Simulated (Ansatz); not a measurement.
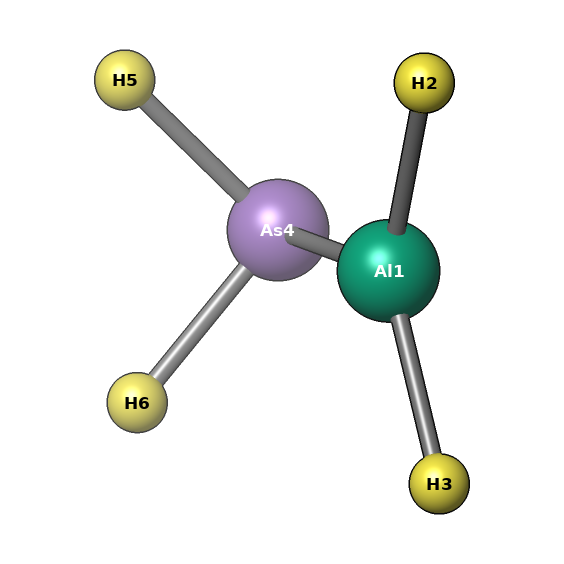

As4 lies behind Al1. The molecule seen a little off the Al1–As4 bond, Al1 in front. Depth is shown by fading: the farther an atom, the more it takes the colour of the background. Computed geometry: PBE0-D4/def2-TZVP optimisation.

### What is the torsion angle H2–Al1–As4–H5? The sign is positive where the front bond must turn clockwise to cover the back bond.

−46°, synclinal (gauche).
